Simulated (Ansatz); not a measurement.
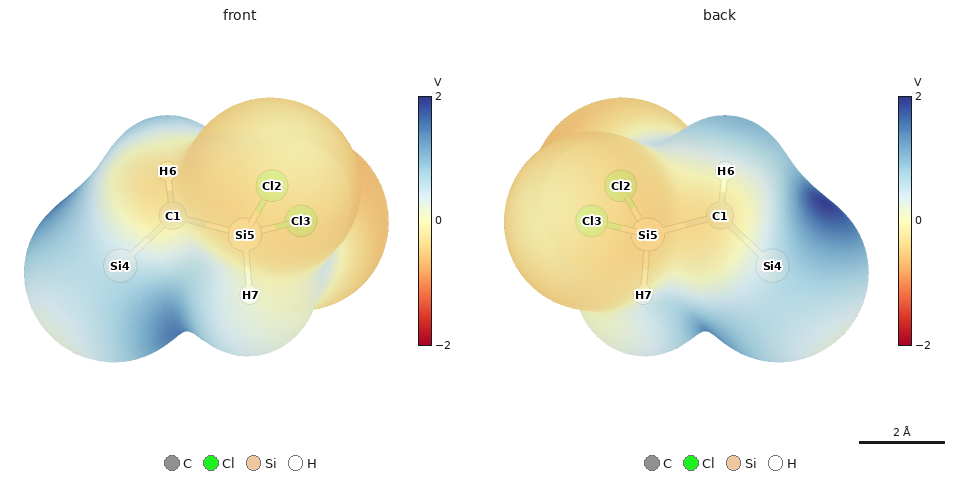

Figure. CH2Cl2Si2. The molecular electrostatic potential painted on the density surface at 0.001 e/bohr³, seen from the front and from behind; red is negative and blue positive.

Geometry: r2SCAN-D4/def2-SVP.

Method: isolated molecule in a Gaussian basis; Kohn-Sham density functional theory, functional PBE0 (Ansatz 0.2.0).

```xyz
7

C    -1.7806    0.3088   -1.7634
Cl    0.8361    2.1243   -1.2844
Cl    0.5118    0.2559   -4.0248
Si   -2.4843   -0.9440   -0.8259
Si    0.0337    0.3577   -2.0113
H    -2.3287    1.1281   -2.2568
H     0.7196   -0.7667   -1.3259
```

### Where is the surface potential most negative and most positive?

The most negative region (about −0.6 V) lies over Cl2 and Cl3, the most positive (about +1.9 V) over Si4.
